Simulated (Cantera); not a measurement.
Input: 1 mol (CH3)2SiCl2, 51 mol H2, at 1125 K.

Method: chemical equilibrium by Gibbs-energy minimisation in Cantera with the NASA 1993 tables (ideal gas, pure condensed phases). Candidate condensed phases: C, C6H6, C7H8, C8H18, Si, SiC; 109 gas species. The feed counts by its element totals alone. Equilibrium is a limit: real reactors are often held back by kinetics, nucleation or transport.

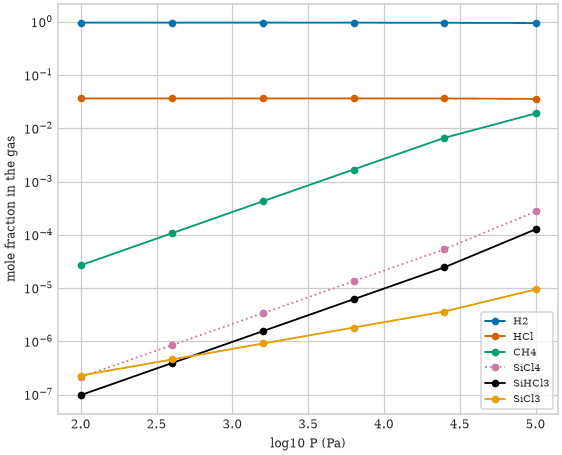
Figure: Equilibrium gas composition (values under 1e-9 drawn at 1e-9)

Task: Read off the mole fractions at 16.0 mbar.

Result: H2 about 0.96, HCl about 0.036, CH4 about 0.00043, SiCl4 about 3.4e-6, SiHCl3 about 1.6e-6, SiCl3 about 9.1e-7.
